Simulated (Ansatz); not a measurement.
**AlSiNH8 (SMILES [AlH3-][NH2+][SiH3]): r2SCAN/def2-SVP**

What is the electronic atomisation energy of AlSiNH8 at r2SCAN/def2-SVP? 

The results are computed with Ansatz 0.2.0.

53 further runs of the same task are left out: 1 that didn't finish, 52 set aside as unsound or not needed.

### 1 The system as given

The species is AlSiNH8 (11 atoms), meant as a singlet with charge 0. As SMILES, `[AlH3-][NH2+][SiH3]`. Geometry: relaxed at PBE0-D4/def2-TZVP.

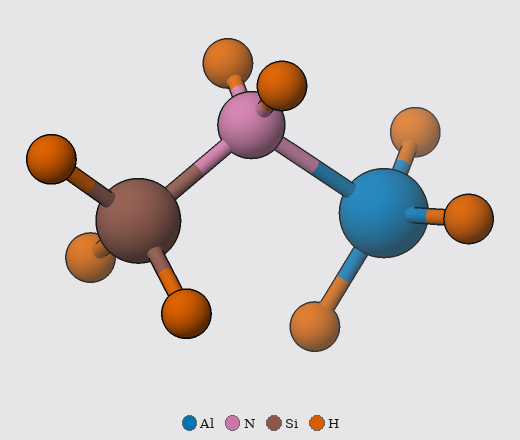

Viewed from a chosen angle; aluminium blue, nitrogen pink, silicon brown, hydrogen orange.

### 2 A single-point energy at r2SCAN/def2-SVP

Contents of run.yaml:

```yaml
crystal:
  periodic: [false, false, false]
  atoms:
    - {symbol: Al, position_ang: [-0.900100, 1.211100, -0.740800]}
    - {symbol: "N", position_ang: [-0.028300, 0.143500, 0.802700]}
    - {symbol: Si, position_ang: [0.876200, -1.248700, 0.128600]}
    - {symbol: H, position_ang: [-0.721100, 0.091900, -1.882400]}
    - {symbol: H, position_ang: [0.093800, 2.465300, -0.806700]}
    - {symbol: H, position_ang: [-2.377200, 1.435300, -0.165100]}
    - {symbol: H, position_ang: [0.566700, 0.786500, 1.316700]}
    - {symbol: H, position_ang: [-0.768500, -0.144800, 1.435900]}
    - {symbol: H, position_ang: [1.651500, -1.882900, 1.228300]}
    - {symbol: H, position_ang: [1.794800, -0.716800, -0.896700]}
    - {symbol: H, position_ang: [-0.122500, -2.197400, -0.400100]}
basis:
  gaussian:
    orbitals: def2-SVP
hamiltonian:
  xc: {name: r2SCAN}
output: {orbitals: {seedname: orbitals}}
accuracy: high
```

On the command line:

```sh
$ ansatz run run.yaml --threads 1 --pin off --max-ram 3480MiB --events-out events.jsonl --progress --plain --runs-dir runs
```

Standard output:

```text
Warning: RAYON_NUM_THREADS=1 ignored (pool sized by the plan → 1); use --threads N
Functional definition: r2SCAN
  name "r2SCAN"
  parameter k0 = 0.174
  parameter k1 = 0.065
  parameter a1 = 4.9479
  exchange = r2scan_x(k0 = k0, k1 = k1, a1 = a1)
  correlation = r2scan_c
2083 factors; integrals over basis functions are off by at most 3.8e-9 eV
mean field evaluation 1: about -16082.4419 eV, gradient 4.8e1 eV
mean field evaluation 2: about -16075.9900 eV, gradient 7.1e1 eV
mean field evaluation 4: about -16087.1942 eV, gradient 8.0e-1 eV
mean field evaluation 8: about -16087.1905 eV, gradient 1.1e-2 eV
mean field evaluation 16: about -16087.1905 eV, gradient 2.7e-7 eV
mean field -16087.19046519 eV, -591.1933453063 hartree, gradient 5.8e-8 eV, S^2 0.000000; 0 other end points of the search recorded, 0 dependent functions left out
reference -16087.19046615 eV, -591.1933453416 hartree; 21, 21 occupied and 69, 69 virtual orbitals, 2083 factors
Total energy: -16087.19046615 eV, -591.1933453416 hartree
```

Wall time 13 s (1 thread of Intel Xeon Platinum 8488C (Sapphire Rapids), shared host); peak memory 0.32 GiB.

### 3 The Al atom, same level

Contents of molecule.yaml:

```yaml
crystal:
  periodic: [false, false, false]
  atoms:
    - {symbol: Al, position_ang: [0.000000, 0.000000, 0.000000]}
basis:
  gaussian: {orbitals: def2-SVP}
accuracy: high
magnetization: {spin_polarized: true, initial_magnetization: 1}
hamiltonian: {xc: {name: r2SCAN}}
```

Run the same way, it converges to -242.24660 Eh (log not shown).

### 4 The H atom

Contents of job.yaml:

```yaml
crystal:
  periodic: [false, false, false]
  atoms:
    - {symbol: H, position_ang: [0.000000, 0.000000, 0.000000]}
basis:
  gaussian:
    orbitals: def2-SVP
magnetization:
  spin_polarized: true
  initial_magnetization: 1
hamiltonian:
  xc: r2scan
accuracy: high
```

Run the same way, it converges to -0.49921 Eh (log not shown).

### 5 The N atom at the same level

Contents of in.yaml:

```yaml
crystal:
  periodic: [false, false, false]
  atoms:
    - symbol: "N"
      position_ang: [0.000000, 0.000000, 0.000000]
basis:
  gaussian:
    orbitals: def2-SVP
magnetization:
  spin_polarized: true
  initial_magnetization: 3
accuracy: high
hamiltonian:
  xc: r2scan
```

Run the same way, it converges to -54.51540 Eh (log not shown).

### 6 The Si atom

Contents of job.yaml:

```yaml
crystal:
  periodic: [false, false, false]
  atoms:
    - {symbol: Si, position_ang: [0.000000, 0.000000, 0.000000]}
basis:
  gaussian:
    orbitals: def2-SVP
total_charge: 0
magnetization:
  spin_polarized: true
  initial_magnetization: 2
hamiltonian:
  xc: {name: r2SCAN}
accuracy: high
```

Run the same way, it converges to -289.24480 Eh (log not shown).

### 7 Outcome

Level: r2SCAN/def2-SVP.

```
                     quantity          value
       molecule: total energy  -591.19335 Eh
        molecule: HOMO energy       -6.51 eV
        molecule: LUMO energy       -0.84 eV
      molecule: HOMO–LUMO gap        5.66 eV
        Al atom: total energy  -242.24660 Eh
                Al atom: ⟨S²⟩          0.756
         H atom: total energy    -0.49921 Eh
                 H atom: ⟨S²⟩          0.750
         N atom: total energy   -54.51540 Eh
                 N atom: ⟨S²⟩          3.755
        Si atom: total energy  -289.24480 Eh
                Si atom: ⟨S²⟩          2.006
electronic atomisation energy      32.460 eV
```

**Reading.** Taking the molecule apart into free atoms costs 32.46 eV (749 kcal/mol), before zero-point energy and without spin-orbit coupling.
